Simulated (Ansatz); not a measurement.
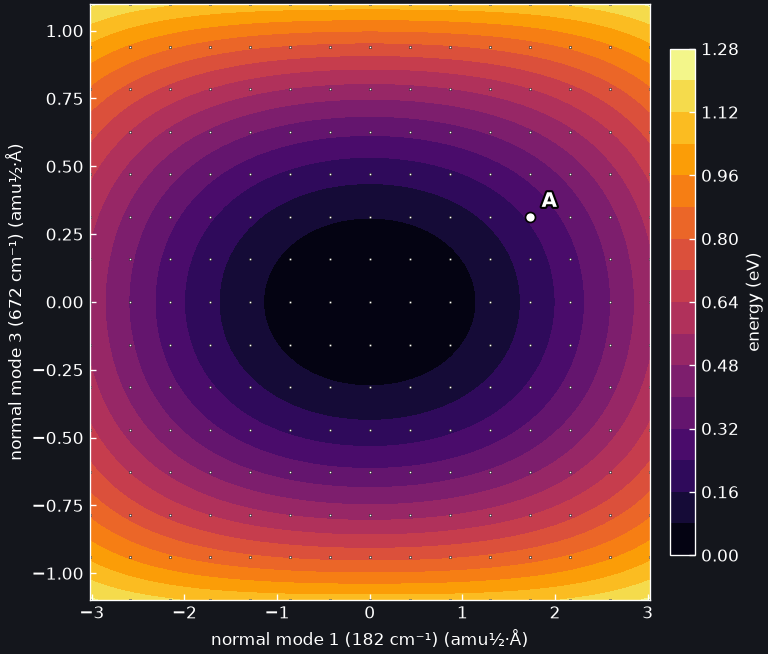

HgF2. First axis: normal mode 1 (182 cm⁻¹). Second axis: normal mode 3 (672 cm⁻¹). Nothing is relaxed (straight displacements along the two mass-weighted modes). The scan uses a 15 × 15 grid; 82 points were computed and 143 follow by symmetry. Points are written as (first, second). Energies: eV, counted from the lowest grid point. Method: RKS SPW92 (LDA)/def2-TZVP in Ansatz.

The picture shows filled contours, dots at the grid points, the point A. Between grid points the surface is interpolated.

Which way does the force act at A, and how strong is it?

A, at (1.73 amu½·Å, 0.314 amu½·Å), is not a stationary point. The computed force is 0.19 eV for each amu½·Å towards smaller values of normal mode 1 (182 cm⁻¹) and 0.45 eV for each amu½·Å towards smaller values of normal mode 3 (672 cm⁻¹).
